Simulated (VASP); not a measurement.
Input:

```yaml
crystal:
  lattice:
    - [4.03034, 0.00000, 0.00000]
    - [-2.01517, 3.49037, 0.00000]
    - [0.00000, 0.00000, 6.42362]
  atoms:
    - { symbol: Mg, position: [0.66667, 0.33333, 0.00380] }
    - { symbol: Mg, position: [0.33333, 0.66667, 0.50380] }
    - { symbol: S, position: [0.66667, 0.33333, 0.62140] }
    - { symbol: S, position: [0.33333, 0.66667, 0.12140] }
```

Computed with r2SCAN meta-GGA, VASP's PBE PAW potentials (set 64) (plane waves; VASP). Run with 400 eV cut-off, 7×7×4 Γ-centred mesh, tetrahedra with Blöchl corrections, potentials Mg S.

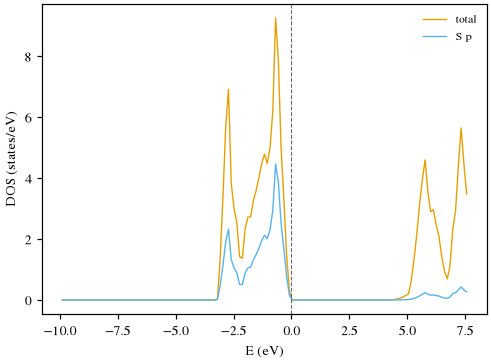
Figure: Total and projected density of states, zero at the valence-band maximum

Within 2 eV below the valence-band maximum the largest weight inside VASP's projection spheres is S p.

The gap is direct, 4.13 eV, from the valence maximum at Γ to the conduction minimum at Γ.

The structure was generated: MgS was put into the wurtzite type (P6_3mc), which need not be its known phase. It was relaxed first.
